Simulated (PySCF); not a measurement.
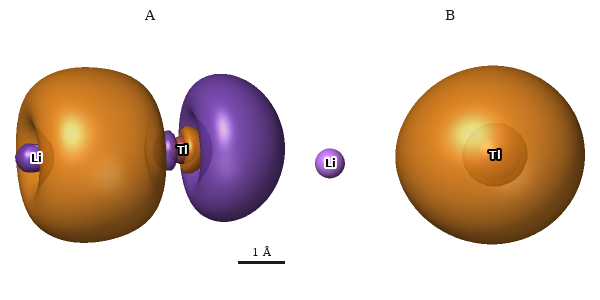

LiTl (charge +1, doublet). Two frontier α-spin orbitals, each drawn at the value that holds 80 % of its norm (orange and purple are the two phases), in no order; of a degenerate pair one member is drawn.

Core potentials replace the inner electrons of Tl.

Theory: PBE0/def2-SVPD, non-relativistic Hamiltonian with scalar-relativistic core potentials where named, at a bond length of 3.325 Å in PySCF.

Question: Name the orbitals and rank them from lowest to highest energy.

Answer: Orbital B: σ, occupied in this spin, −15.45 eV; almost wholly on Tl.
Orbital A: σ, occupied in this spin, −8.91 eV; shared between the atoms (Li 35 %, Tl 65 %).
